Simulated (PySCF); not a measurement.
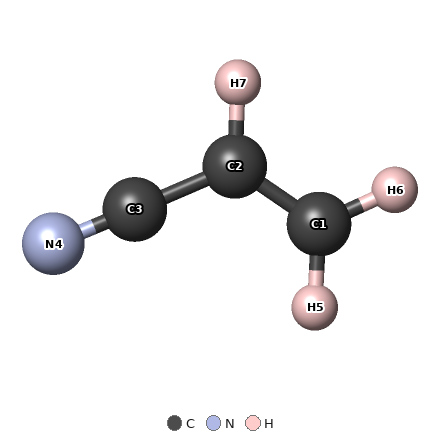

C₃H₃N, SMILES C=CC#N. Vertical core-electron binding energies by ΔSCF (SCAN, pcX-2 on the ionised atom, pcseg-1 elsewhere, spin-free X2C; PySCF, at a GFN2-xTB geometry (no frequency check)), gas phase, against the vacuum level. One atom of each kind was ionised; within a panel, areas follow the number of like atoms, Gaussians of 0.8 eV full width. Only the regions named are shown. Lines closer than the width merge in the curve.

Q: Predict the C 1s photoelectron lines.

A:
```
level  atoms  binding energy (eV)
 C 1s     C3                292.4
 C 1s     C2                292.4
 C 1s     C1                291.5
```

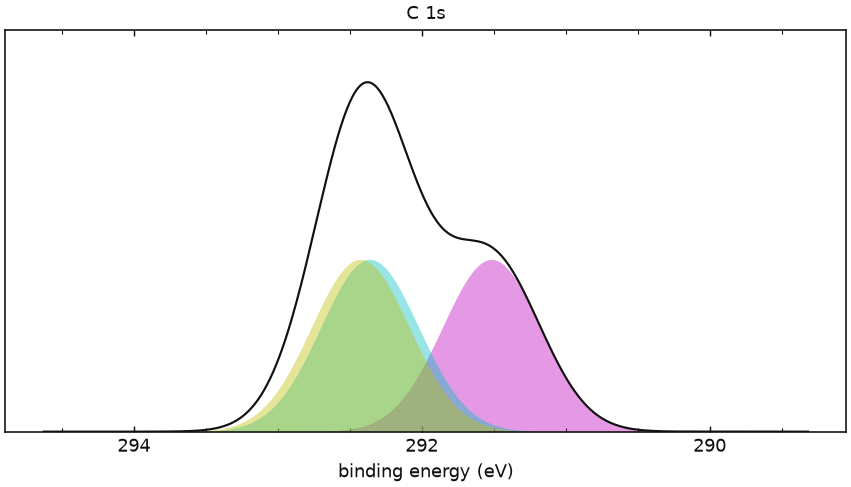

Note: the tight-binding geometry is rougher than a DFT one and adds to the error.
